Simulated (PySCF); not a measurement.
# GaF (SMILES [F][Ga]): BHLYP/def2-TZVPPD

What is the vertical ionisation energy of GaF at BHLYP/def2-TZVPPD? 

Program for the calculation: PySCF 2.14.0.

3 further runs of the same task are left out: 3 set aside as unsound or not needed.

### Step 1. The structure to begin with

GaF has 2 atoms, charge 0, and is taken as a singlet. As SMILES, `[F][Ga]`. The coordinates come from a PBE0-D4/def2-TZVP relaxation.

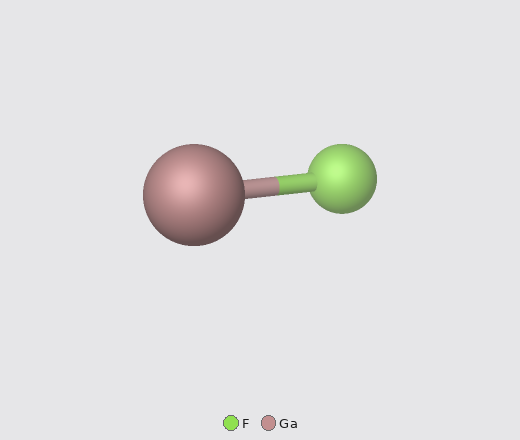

Viewed from a chosen angle; fluorine green, gallium pink.

### Step 2. The energy at BHLYP/def2-TZVPPD

File run.py:

```python
from pyscf import gto, dft

molecule = gto.Mole()
molecule.atom = 'F 0.000000 -0.000000 0.006300; Ga -0.000000 0.000000 1.792850'
molecule.verbose = 3
molecule.basis = 'def2-tzvppd'
molecule.spin = 0
molecule.max_memory = 1860
molecule.build()

mf = dft.RKS(molecule)
mf.xc = 'bhandhlyp'
mf.conv_tol = 1e-10
mf.grids.level = 5
mf.kernel()
if not mf.converged:
    mf = mf.newton().run(mf.mo_coeff, mf.mo_occ)

e_final = mf.e_tot
print('E(%s) = %.9f' % ('BHLYP', e_final))
```

Launch:

```console
$ OMP_NUM_THREADS=1 python run.py
```

The log of the run:

```text
converged SCF energy = -2024.73970724953
E(BHLYP) = -2024.739707250
```

Wall time 7.5 s (1 thread of Arm Neoverse V1, shared host); peak memory 0.44 GiB.

### Step 3. The doublet cation, same level

File run.py:

```python
from pyscf import gto, dft

system = gto.M(
    atom='''
F      0.000000     0.000000     0.011905
Ga     0.000000     0.000000     3.387995
''',
    charge=1,
    basis='def2-tzvppd',
    max_memory=1860,
    verbose=3,
    unit='bohr',
    spin=1,
)

mf = dft.UKS(system)
mf.xc = 'bhandhlyp'
mf.conv_tol = 1e-10
mf.grids.level = 5
mf.kernel()
if not mf.converged:
    mf = mf.newton().run(mf.mo_coeff, mf.mo_occ)

etot = mf.e_tot
print('E = %.10f Eh' % etot)
```

Launch:

```console
$ OMP_NUM_THREADS=1 python run.py
```

The log of the run:

```text
WARN: HOMO -0.298879899596166 >= LUMO -0.298879899596173

converged SCF energy = -2024.35484635938  <S^2> = 0.75948785  2S+1 = 2.0094654
E = -2024.3548463594 Eh
```

Wall time 15 s (1 thread of Arm Neoverse V1, shared host); peak memory 0.46 GiB.

### Step 4. Outcome

Level: BHLYP/def2-TZVPPD.

| quantity | value |
| --- | --- |
| singlet GaF: total energy | -2024.73971 Eh |
| singlet GaF: dipole moment | 2.47 D |
| singlet GaF: HOMO energy | -8.83 eV |
| singlet GaF: LUMO energy | -0.75 eV |
| singlet GaF: HOMO–LUMO gap | 8.09 eV |
| doublet cation: total energy | -2024.35485 Eh |
| doublet cation: HOMO energy (highest over α and β) | -17.85 eV |
| doublet cation: LUMO energy (lowest over α and β) | -12.18 eV |
| doublet cation: ⟨S²⟩ | 0.759 |
| vertical ionisation energy (to the doublet cation) | 10.473 eV |

In words: Removing an electron at fixed nuclei costs 10.47 eV (242 kcal/mol). The negative HOMO energy of the first species, 8.83 eV, lies 1.64 eV below that difference.
